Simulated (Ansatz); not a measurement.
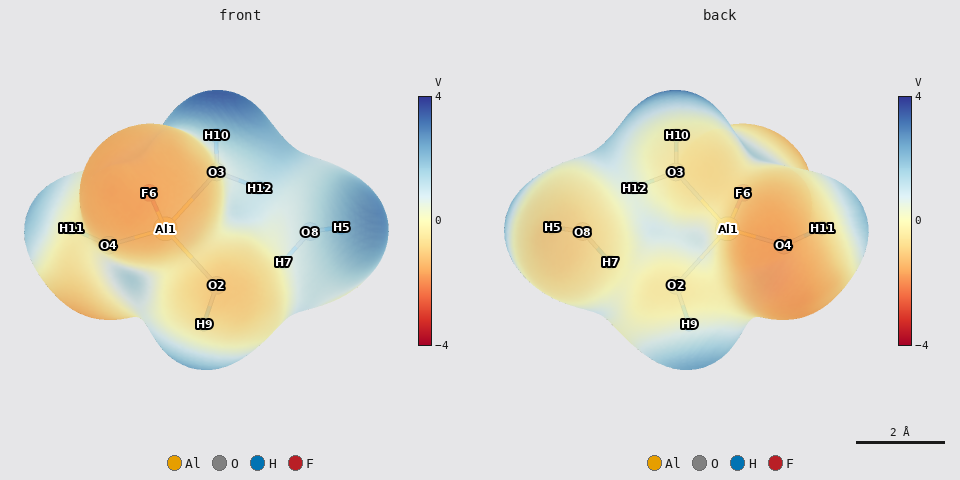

AlFH4O3···H2O. The electrostatic potential painted on the density surface at 0.002 e/bohr³, seen from the front and from behind; red is negative and blue positive.

The reactant side of a reaction path; geometry: PBE0-D4/def2-TZVP; a saddle point, not a minimum.

Method: RKS PBE0-D4/def2-TZVPP in Ansatz.

```xyz
12

Al   -0.4070   -0.5704    0.8454
O     1.2118   -0.6754    0.1991
O    -1.0422    0.7375   -0.3752
O    -1.2578   -2.0385    0.7212
H     1.6753    1.9063   -1.5083
F    -0.6139    0.3249    2.2398
H     1.4267    0.4243   -1.0383
O     1.1041    1.1470   -1.6427
H     1.6129   -1.5423    0.1469
H    -1.4653    1.4844    0.0585
H    -1.9628   -2.2696    1.3215
H    -0.2817    1.0717   -0.9677
```

Describe the electrostatic potential map.

Answer. The most negative region (about −1.8 V) lies over O4, the most positive (about +3.3 V) over H10. O4 is the likeliest acceptor of a hydrogen bond.
